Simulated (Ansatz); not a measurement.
**Si2H4ClF (SMILES F[SiH]([SiH3])Cl) at PBE-QIDH/def2-SVP**

What is the electronic atomisation energy of Si2H4ClF at PBE-QIDH/def2-SVP? 

The calculation is run with Ansatz 0.2.0.

68 further runs of the same task are left out: 68 set aside as unsound or not needed. Runs told in other sessions of the task aren't counted.

### 1 The molecule

The species is Si2H4ClF (8 atoms), meant as a singlet with charge 0. SMILES: `F[SiH]([SiH3])Cl`. The coordinates come from a PBE0-D4/def2-TZVP relaxation.

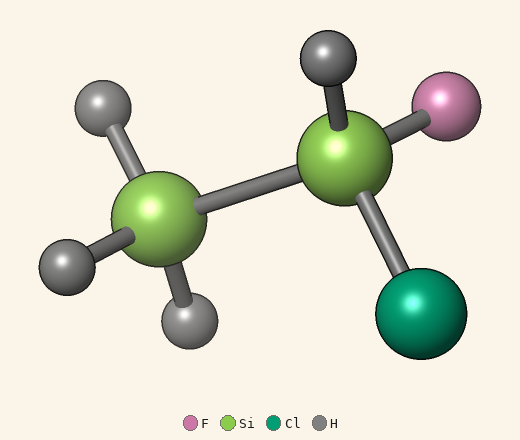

Viewed from a chosen angle; fluorine pink, silicon green, chlorine teal, hydrogen grey.

### 2 A single-point energy at PBE-QIDH/def2-SVP

The input, input.yaml:

```yaml
crystal:
  periodic: [false, false, false]
  atoms:
    - symbol: F
      position_ang: [-1.329000, 1.796800, 0.161200]
    - symbol: Si
      position_ang: [-0.382900, 0.812800, -0.667700]
    - symbol: Si
      position_ang: [0.539000, -0.793000, 0.761300]
    - symbol: Cl
      position_ang: [-1.534100, -0.130100, -2.075900]
    - symbol: H
      position_ang: [0.596600, 1.655400, -1.392300]
    - symbol: H
      position_ang: [1.355700, -0.131100, 1.812300]
    - symbol: H
      position_ang: [1.403500, -1.693800, -0.044400]
    - symbol: H
      position_ang: [-0.556600, -1.574100, 1.389600]
basis:
  gaussian:
    orbitals: def2-SVP
hamiltonian:
  xc: {name: PBE-QIDH}
correlation:
  frozen_orbitals: {Cl: 5, F: 1, H: 0, Si: 5}
accuracy: high
output: {orbitals: {seedname: orbitals}}
```

Run with:

```console
$ ansatz run input.yaml --threads 1 --pin off --max-ram 3480MiB --events-out events.jsonl --progress --plain --runs-dir runs
```

The log of the run:

```text
Warning: RAYON_NUM_THREADS=1 ignored (pool sized by the plan → 1); use --threads N
Functional definition: PBE-QIDH
  name "PBE-QIDH"
  parameter a = 3^(-1/3)
  parameter c = 1/3
  exchange = (1 - a)*pbe_x + a*exact_x
  correlation = (1 - c)*pbe_c + c*(mp2_os + mp2_ss)
1801 factors; integrals over basis functions are off by at most 5.2e-9 eV
mean field evaluation 1: about -31022.4328 eV, gradient 2.6e1 eV
mean field evaluation 2: about -31022.4811 eV, gradient 2.7e1 eV
mean field evaluation 4: about -31023.9289 eV, gradient 1.6e0 eV
mean field evaluation 8: about -31023.9413 eV, gradient 7.9e-2 eV
mean field evaluation 16: about -31023.9413 eV, gradient 3.4e-5 eV
mean field -31023.94131661 eV, -1140.1088146028 hartree, gradient 1.7e-8 eV, S^2 0.000000; 0 other end points of the search recorded, 0 dependent functions left out
16 core orbitals not correlated: weight in the atoms' cores, before any rotation towards them, 1.000 or more for the frozen orbitals, at most 0.000 for the correlated occupied ones
reference -31023.94131761 eV, -1140.1088146396 hartree; 13, 13 occupied and 59, 59 virtual orbitals, 1801 factors
second order -15.79838050 eV of doubles, -0.00000000 eV of singles
Total energy: -31029.20744445 eV, -1140.3023412311 hartree
```

Run time: 11 s. Hardware: 1 thread of Intel Xeon Platinum 8259CL at 2.50GHz (Skylake/Cascade Lake), shared host; peak memory 0.31 GiB.

### 3 The Cl atom

The input, molecule.yaml:

```yaml
crystal:
  periodic: [false, false, false]
  atoms:
    - symbol: Cl
      position_ang: [0.000000, 0.000000, 0.000000]
basis:
  gaussian:
    orbitals: def2-SVP
hamiltonian:
  xc: {name: PBE-QIDH}
accuracy: high
magnetization:
  spin_polarized: true
  initial_magnetization: 1
correlation:
  frozen_orbitals: {Cl: 5}
```

Run the same way, it converges to -459.73865 Eh (log not shown).

### 4 The F atom, same level

The input, input.yaml:

```yaml
crystal:
  periodic: [false, false, false]
  atoms:
    - {symbol: F, position_ang: [0.000000, 0.000000, 0.000000]}
basis:
  gaussian: {orbitals: def2-SVP}
magnetization: {spin_polarized: true, initial_magnetization: 1}
hamiltonian: {xc: {name: PBE-QIDH}}
correlation: {frozen_orbitals: {F: 1}}
accuracy: high
```

Run with:

```console
$ ansatz run input.yaml --threads 1 --pin off --max-ram 3480MiB --events-out events.jsonl --progress --plain --runs-dir runs
```

The log of the run:

```text
Warning: RAYON_NUM_THREADS=1 ignored (pool sized by the plan → 1); use --threads N
[... 6 set-up lines as earlier in the session ...]
95 factors; integrals over basis functions are off by at most 1.3e-9 eV
mean field evaluation 1: about -2706.5733 eV, gradient 5.5e0 eV
mean field evaluation 2: about -2706.5734 eV, gradient 5.5e0 eV
mean field evaluation 4: about -2706.6608 eV, gradient 5.1e-1 eV
mean field evaluation 8: about -2706.6616 eV, gradient 2.1e-3 eV
mean field -2706.66164821 eV, -99.4679809304 hartree, gradient 1.0e-7 eV, S^2 0.751713; 0 other end points of the search recorded, 0 dependent functions left out
1 core orbitals not correlated: weight in the atoms' cores, before any rotation towards them, 1.000 or more for the frozen orbitals, at most 0.000 for the correlated occupied ones
reference -2706.66164835 eV, -99.4679809357 hartree; 4, 3 occupied and 9, 10 virtual orbitals, 95 factors
second order -4.11596452 eV of doubles, -0.00000000 eV of singles
Total energy: -2708.03363652 eV, -99.5184005711 hartree
```

Run time: 0.4 s. Hardware: 1 thread of Intel Xeon Platinum 8259CL at 2.50GHz (Skylake/Cascade Lake), shared host; peak memory 0.098 GiB.

### 5 The H atom

The input, molecule.yaml:

```yaml
crystal:
  periodic: [false, false, false]
  atoms:
    - symbol: H
      position_ang: [0.000000, 0.000000, 0.000000]
basis:
  gaussian: {orbitals: def2-SVP}
accuracy: high
hamiltonian: {xc: {name: PBE-QIDH}}
correlation: {frozen_orbitals: {H: 0}}
magnetization: {spin_polarized: true, initial_magnetization: 1}
```

Run with:

```console
$ ansatz run molecule.yaml --threads 1 --pin off --max-ram 3480MiB --events-out events.jsonl --progress --plain --runs-dir runs
```

The log of the run:

```text
Warning: RAYON_NUM_THREADS=1 ignored (pool sized by the plan → 1); use --threads N
[... 6 set-up lines as earlier in the session ...]
15 factors; integrals over basis functions are off by at most 8.9e-10 eV
mean field evaluation 1: about -13.6204 eV, gradient 1.2e0 eV
mean field evaluation 2: about -13.6204 eV, gradient 1.2e0 eV
mean field evaluation 4: about -13.6395 eV, gradient 2.9e-4 eV
mean field evaluation 8: about -13.6394 eV, gradient 2.1e-9 eV
mean field -13.63944455 eV, -0.5012403420 hartree, gradient 3.2e-9 eV, S^2 0.750000; 0 other end points of the search recorded, 0 dependent functions left out
reference -13.63944510 eV, -0.5012403623 hartree; 1, 0 occupied and 4, 5 virtual orbitals, 15 factors
second order 0.00000000 eV of doubles, -0.00000000 eV of singles
Total energy: -13.63944510 eV, -0.5012403623 hartree
```

Run time: 0.16 s. Hardware: 1 thread of Intel Xeon Platinum 8259CL at 2.50GHz (Skylake/Cascade Lake), shared host.

### 6 The Si atom

The input, molecule.yaml:

```yaml
crystal:
  periodic: [false, false, false]
  atoms:
    - {symbol: Si, position_ang: [0.000000, 0.000000, 0.000000]}
basis:
  gaussian:
    orbitals: def2-SVP
correlation:
  frozen_orbitals: {Si: 5}
hamiltonian:
  xc: {name: PBE-QIDH}
magnetization:
  spin_polarized: true
  initial_magnetization: 2
accuracy: high
```

Run the same way, it converges to -289.05768 Eh (log not shown).

### 7 Outcome

At PBE-QIDH/def2-SVP, 16 core orbitals frozen:

| quantity | value |
| --- | --- |
| molecule: total energy | -1140.30234 Eh |
| molecule: HOMO energy (SCF part's orbitals) | -10.34 eV |
| molecule: LUMO energy (SCF part's orbitals) | 1.47 eV |
| molecule: HOMO–LUMO gap (SCF part's orbitals) | 11.81 eV |
| Cl atom: total energy | -459.73865 Eh |
| Cl atom: ⟨S²⟩ | 0.754 |
| F atom: total energy | -99.51840 Eh |
| F atom: ⟨S²⟩ | 0.752 |
| H atom: total energy | -0.50124 Eh |
| H atom: ⟨S²⟩ | 0.750 |
| Si atom: total energy | -289.05768 Eh |
| Si atom: ⟨S²⟩ | 2.006 |
| electronic atomisation energy | 25.170 eV |

In words: Taking the molecule apart into free atoms costs 25.17 eV (580 kcal/mol), before zero-point energy and without spin-orbit coupling.
